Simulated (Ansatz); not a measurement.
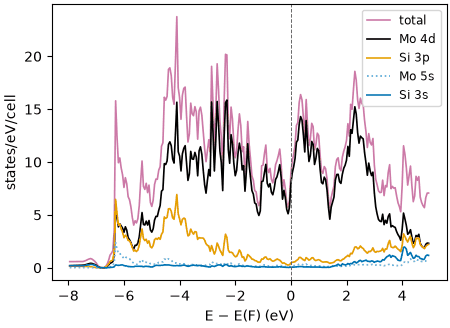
Figure. Total and projected density of states of Si3Mo5 in space group I4/mcm (No. 140; Si on 4a, Mo on 4b, Si on 8h, Mo on 16k), LDA in the plane-wave PAW code Ansatz

Which orbitals carry the states next to the Fermi level?

Within 0.5 eV of the Fermi level: Mo 4d 88 %, Si 3p 6 %. Projections are on Löwdin-orthogonalised atomic valence shells; empty p or d shells of many metals are not among them.

Where is the tallest occupied peak in this window, and what makes it?

Near -4.1 eV, about 24 states/eV per cell; the largest projected share is Mo 4d.

The workflow started from an entry of the Crystallography Open Database (COD). Its standing as an ambient phase is unchecked. The LDA relaxation kept the symmetry of its start; its stability against distortions is not shown here. No spin polarisation was allowed. Spin–orbit coupling is left out wherever it is not named.

Potentials: the later of the program's two PAW sets.
